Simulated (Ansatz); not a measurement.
ClH$_{5}$Si$_{2}$···NH$_{3}$

| atom | x (Å) | y (Å) | z (Å) |
| --- | --- | --- | --- |
| Si | -1.3517 | 0.5387 | -0.0060 |
| N | 1.0274 | -1.8515 | 1.3864 |
| H | -1.1423 | 0.4840 | 1.4688 |
| H | -2.5043 | 1.4445 | -0.2852 |
| Cl | -1.8791 | -1.3610 | -0.6826 |
| H | 1.6109 | -1.2848 | 0.7732 |
| Si | 0.5374 | 1.2375 | -1.2009 |
| H | 0.2260 | -2.1469 | 0.8299 |
| H | 0.6671 | -1.2270 | 2.1060 |
| H | 0.1763 | 1.3319 | -2.6469 |
| H | 1.6499 | 0.2562 | -1.0332 |
| H | 0.9823 | 2.5782 | -0.7095 |

Computed with Ansatz 0.2.0, RKS PBE0-D4/def2-SVP.

**What will maps of the electron density and electron localisation function show?**

Si–Cl (2.08 Å): ρ at the midpoint is about 0.81 e/Å³; the ELF peaks at about 0.90 between the atoms (a shared but strongly polarised pair).
Si–Si (2.34 Å): ρ is about 0.65 e/Å³ halfway; the ELF peaks at about 1 between the atoms, as expected for a shared electron pair.
Si–H (1.50 Å): ρ is about 0.75 e/Å³ halfway; the ELF climbs to about 1 towards the hydrogen, as it does in any bond to H.

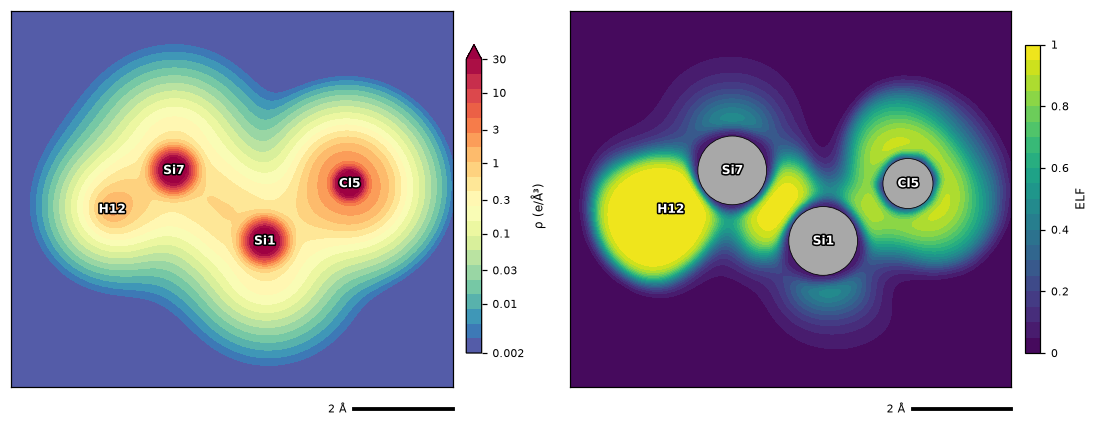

Computed electron density and electron localisation function on the plane of atoms Cl5, Si1 and Si7, in this order. Grey discs cover the atomic cores in the ELF map. 
